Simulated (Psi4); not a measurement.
**Si2H5 (SMILES [SiH2][SiH3]): U-wB97X-V/def2-SVPD**

Aim: the vertical ionisation energy of Si2H5 at U-wB97X-V/def2-SVPD, from 2 runs. 

The results are computed with Psi4 1.11.

2 further runs of the same task are left out: 2 set aside as unsound or not needed.

### Step 1. Starting point

The species is Si2H5 (7 atoms), meant as a doublet with charge 0. As SMILES, `[SiH2][SiH3]`. The coordinates come from a PBE0-D4/def2-TZVP relaxation.

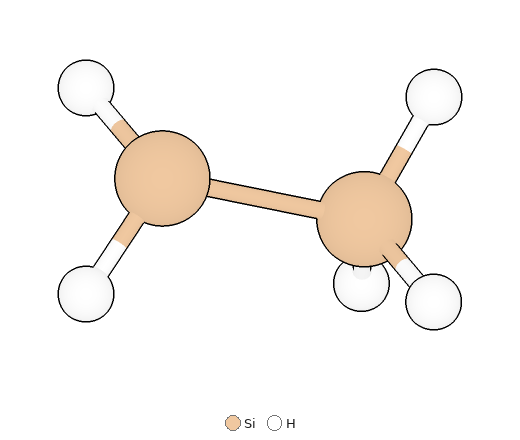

The structure, seen from a chosen angle (silicon light orange, hydrogen white).

### Step 2. A single-point energy at U-wB97X-V/def2-SVPD

Input file h5si2.xyz:

```xyz
7
H5Si2
Si    -0.209600    -1.361200    -0.191100
Si     0.357900     0.889200    -0.062000
H     -0.002600    -2.123900     1.070300
H     -1.573600    -1.624600    -0.725600
H      0.210000     1.502800    -1.408000
H     -0.495800     1.643100     0.898600
H      1.774900     1.006800     0.372200
```

Input file run.py:

```python
import psi4

psi4.set_memory('1600 MB')
psi4.set_num_threads(1)
psi4.core.set_output_file('output.dat', False)

with open('h5si2.xyz') as f:
    atoms = ''.join(f.readlines()[2:])
geom = psi4.geometry('0 2\n' + atoms + 'symmetry c1')

psi4.set_options({
    'basis': 'def2-SVPD',
    'reference': 'uks',
    'puream': True,
    'e_convergence': 1e-09,
    'd_convergence': 1e-08,
    'scf_type': 'pk',
    'dft_radial_points': 99,
    'dft_spherical_points': 590,
    'maxiter': 200,
})

energy_value = psi4.energy('wb97x-v')
print(f'wb97x-v energy: {energy_value:.10f} Eh')
```

Launch:

```sh
$ python run.py
```

output.dat:

```text
[...]
  Running in c1 symmetry.
[...]
  Nuclear repulsion =   82.797384022765954
[...]
  Multiplicity = 2
[...]
  Nalpha       = 17
  Nbeta        = 16
[...]
    Number of basis functions: 88
[...]
   @UKS iter   1:  -581.62841581671398   -6.13189e-01   1.51304e-03 DIIS/ADIIS
[...]
   @UKS iter  11:  -581.64960163355079   -1.00044e-11   5.98245e-09 DIIS
[...]
   @S^2 Observed:                7.526708083E-01
[...]
    Orbital Energies [Eh]
    ---------------------
    Alpha Occupied:
       1A    -66.136539     2A    -66.135417     3A     -5.398470
       4A     -5.396438     5A     -3.755904     6A     -3.750320
       7A     -3.750300     8A     -3.749773     9A     -3.749540
      10A     -3.749439    11A     -0.696573    12A     -0.619454
      13A     -0.473607    14A     -0.461891    15A     -0.444644
      16A     -0.407435    17A     -0.303933
    Alpha Virtual:
      18A      0.071996    19A      0.075214    20A      0.084552
      21A      0.102985    22A      0.113845    23A      0.114628
      24A      0.139137    25A      0.149748    26A      0.188724
[...]
  @UKS Final Energy:  -581.64960163355079
   => Energetics <=
    Nuclear Repulsion Energy =             82.7973840227659537
    One-Electron Energy =                -969.4770359155249935
    Two-Electron Energy =                 337.1265923573169516
    DFT Exchange-Correlation Energy =     -32.2331373576575473
    Empirical Dispersion Energy =           0.0000000000000000
    VV10 Nonlocal Energy =                  0.1365952595487941
    Total Energy =                       -581.6496016335509012
[...]
 Multipole Moments:
 ------------------------------------------------------------------------------------
     Multipole            Electronic (a.u.)      Nuclear  (a.u.)        Total (a.u.)
 ------------------------------------------------------------------------------------
 L = 1.  Multiply by 2.5417464519 to convert [e a0] to [Debye]
 Dipole X            :          0.3806823           -0.3934292           -0.0127469
 Dipole Y            :         -1.3356836            1.3612984            0.0256148
 Dipole Z            :         -0.7036165            0.7220243            0.0184078
 Magnitude           :                                                    0.0340213
[...]
```

The script printed:

```text
wb97x-v energy: -581.6496016336 Eh
```

It took 1.9 min on 1 thread of Intel Xeon Platinum 8375C at 2.90GHz (Ice Lake), shared host; peak memory 0.85 GiB.

### Step 3. The singlet cation

Input file calc.inp:

```
memory 1600 mb

molecule {
  1 1
  Si    -0.209600    -1.361200    -0.191100
  Si     0.357900     0.889200    -0.062000
  H     -0.002600    -2.123900     1.070300
  H     -1.573600    -1.624600    -0.725600
  H      0.210000     1.502800    -1.408000
  H     -0.495800     1.643100     0.898600
  H      1.774900     1.006800     0.372200
  symmetry c1
}

set globals {
  puream               true
  e_convergence        1e-09
  d_convergence        1e-08
  scf_type             pk
  dft_radial_points    99
  dft_spherical_points 590
}

energy('wb97x-v/def2-SVPD')
```

Launch:

```sh
$ psi4 -n 1 calc.inp calc.out
```

calc.out:

```text
[...]
  Running in c1 symmetry.
[...]
  Nuclear repulsion =   82.797384022765954
[...]
  Multiplicity = 1
[...]
  Nalpha       = 16
  Nbeta        = 16
[...]
    Number of basis functions: 88
[...]
   @RKS iter   1:  -581.30617581178956   -2.90949e-01   1.99679e-03 DIIS/ADIIS
[...]
   @RKS iter  11:  -581.34621068900981   -3.96767e-11   6.35579e-09 DIIS
[...]
    Orbital Energies [Eh]
    ---------------------
    Doubly Occupied:
       1A    -66.439163     2A    -66.336082     3A     -5.696477
       4A     -5.598016     5A     -4.057675     6A     -4.045529
       7A     -4.044827     8A     -3.953420     9A     -3.950116
      10A     -3.949754    11A     -0.918796    12A     -0.830828
      13A     -0.704816    14A     -0.650018    15A     -0.634993
      16A     -0.629520
[...]
  @RKS Final Energy:  -581.34621068900981
   => Energetics <=
    Nuclear Repulsion Energy =             82.7973840227659537
    One-Electron Energy =                -961.6323732583161927
    Two-Electron Energy =                 329.4704642292369385
    DFT Exchange-Correlation Energy =     -32.1158233732840728
    Empirical Dispersion Energy =           0.0000000000000000
    VV10 Nonlocal Energy =                  0.1341376905875404
    Total Energy =                       -581.3462106890098084
[...]
 Multipole Moments:
 ------------------------------------------------------------------------------------
     Multipole            Electronic (a.u.)      Nuclear  (a.u.)        Total (a.u.)
 ------------------------------------------------------------------------------------
 L = 1.  Multiply by 2.5417464519 to convert [e a0] to [Debye]
 Dipole X            :          0.2150311           -0.3934292           -0.1783980
 Dipole Y            :         -2.5604693            1.3612984           -1.1991709
 Dipole Z            :         -0.8990082            0.7220243           -0.1769839
 Magnitude           :                                                    1.2252183
[...]
```

It took 98 s on 1 thread of Intel Xeon Platinum 8375C at 2.90GHz (Ice Lake), shared host; peak memory 0.85 GiB.

### Step 4. Outcome

At U-wB97X-V/def2-SVPD:

| quantity | value |
| --- | --- |
| doublet Si2H5: total energy | -581.64960 Eh |
| doublet Si2H5: dipole moment | 0.09 D |
| doublet Si2H5: HOMO energy (highest over α and β) | -8.27 eV |
| doublet Si2H5: LUMO energy (lowest over α and β) | -0.89 eV |
| doublet Si2H5: ⟨S²⟩ | 0.753 |
| singlet cation: total energy | -581.34621 Eh |
| singlet cation: HOMO energy | -17.13 eV |
| singlet cation: LUMO energy | -8.17 eV |
| singlet cation: HOMO–LUMO gap | 8.96 eV |
| vertical ionisation energy (to the singlet cation) | 8.256 eV |

**Reading.** Removing an electron at fixed nuclei costs 8.26 eV (190 kcal/mol). Only the singlet of the ionised species was computed; a triplet could lie lower.
